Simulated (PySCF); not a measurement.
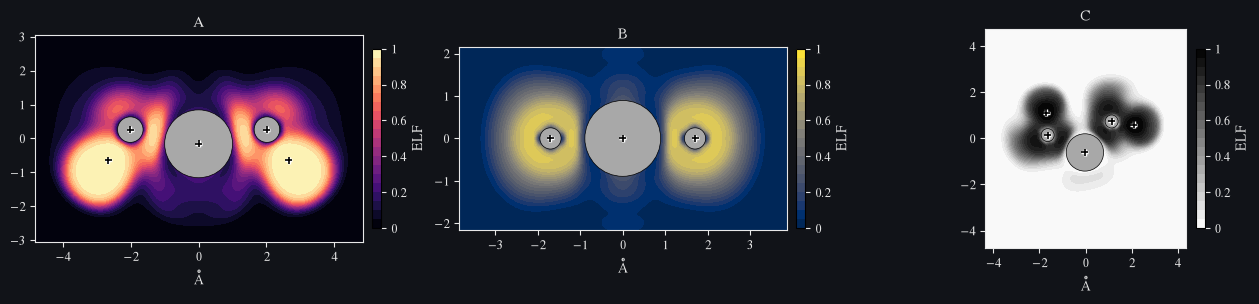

The electron localisation function of 3 systems, each on a plane through atoms (crosses mark nuclei in the plane; grey discs cover the cores).

Computed with DFT single point, gas phase, functional PBE0 (PySCF).

System 1: AlH₄O₄ (doublet), the plane of atoms Al1, O4 and H5. Geometry: BP86-D3(BJ)/ma-def2-SVP.

```xyz
9

Al    0.0359    0.0909   -0.0712
O    -0.0729    0.0876    1.7049
H    -0.9316    0.0659    2.1646
O     1.7639    0.3243   -0.4510
H     2.3849    0.4809    0.2860
O    -0.9134    1.4271   -0.7700
H    -1.5249    1.2375   -1.5068
O    -0.5592   -1.4028   -0.8391
H    -0.1727   -2.2681   -0.6119
```

System 2: F₂Ni (NiF2) (triplet), a plane that holds the molecular axis. Geometry: BP86-D3(BJ)/def2-SVP.

```xyz
3

Ni    0.0077   -0.0017   -0.0085
F     0.0076   -0.0018    1.6938
F     0.0079   -0.0017   -1.7109
```

System 3: C₂H₆Mn (MnMe2) (sextet), the plane of atoms C2, Mn1 and C6. Geometry: PBE-D3(BJ)/def2-SVP.

```xyz
9

Mn   -0.3929   -0.1859   -0.0155
C    -0.0143   -0.1107    2.0059
H     0.1308    0.9377    2.3528
H     0.9197   -0.6593    2.2662
H    -0.8243   -0.5490    2.6313
C    -0.0150    0.0975   -2.0177
H    -0.8252   -0.2739   -2.6851
H     0.9196   -0.4203   -2.3332
H     0.1295    1.1761   -2.2553
```

Question: Which map belongs to which system?

Answer: Panel A is system 3, C₂H₆Mn: the plane holds Mn, C and H. C–Mn (2.06 Å): the ELF peaks at about 0.95 in the valence shell of C, 0.7 Å from its nucleus, and is about 0.40 at the midpoint. Panel B is system 2, F₂Ni: the plane holds Ni and F. Ni–F (1.70 Å): the ELF peaks at about 0.85 in the valence shell of F, 0.6 Å from its nucleus, and drops to about 0.15 between the two atoms. Panel C is system 1, AlH₄O₄: the plane holds Al, O and H. Al–O (1.78 Å): the ELF peaks at about 0.90 in the valence shell of O, 0.5 Å from its nucleus, and is about 0.45 at the midpoint.
